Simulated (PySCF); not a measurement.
System (SMILES): [AlH] (AlH) (closed-shell singlet).
Geometry (B3LYP-D3(BJ)/def2-TZVP, fixed):
```
Al
H 1 1.6619
```
Charge 0, spin multiplicity 1.

Basis-set convergence of the mean static polarisability at PBE0 with PySCF. All functions are spherical. Density fitting with generated auxiliary sets. No added dispersion term, no relativity. Reference: the value in aug-cc-pV(5+d)Z, 48.05 bohr³, itself unsure by roughly 0.2 % (its mean distance from aug-pcseg-3, aug-cc-pV(Q+d)Z, aug-pcseg-2). Deviations are taken from unrounded values. Cost is core time over that of pcseg-3, rough, on shared machines of one kind; a dash marks a row that isn't timed (too short, read off another run, short of memory, by another algorithm or on other hardware).

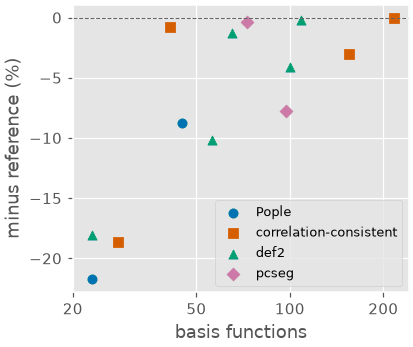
Figure. Deviation from the reference against the number of basis functions, by family of sets.

| basis | functions | mean static polarisability (bohr³) | minus reference (%) | cost |
|---|---|---|---|---|
| 6-31G** | 23 | 37.62 | -21.7 | - |
| def2-SVP | 23 | 39.38 | -18.0 | - |
| cc-pV(D+d)Z | 28 | 39.09 | -18.6 | - |
| aug-cc-pV(D+d)Z | 41 | 47.67 | -0.8 | - |
| 6-311++G(2d,2p) | 45 | 43.84 | -8.8 | - |
| def2-TZVPP | 56 | 43.15 | -10.2 | - |
| def2-TZVPPD | 65 | 47.45 | -1.3 | - |
| aug-pcseg-2 | 73 | 47.89 | -0.3 | - |
| pcseg-3 | 97 | 44.31 | -7.8 | 1× |
| def2-QZVPP | 100 | 46.06 | -4.1 | 1× |
| def2-QZVPPD | 109 | 47.95 | -0.2 | 1× |
| cc-pV(5+d)Z | 155 | 46.60 | -3.0 | 2× |
| aug-cc-pV(5+d)Z | 216 | 48.05 | 0.0 | 5× |
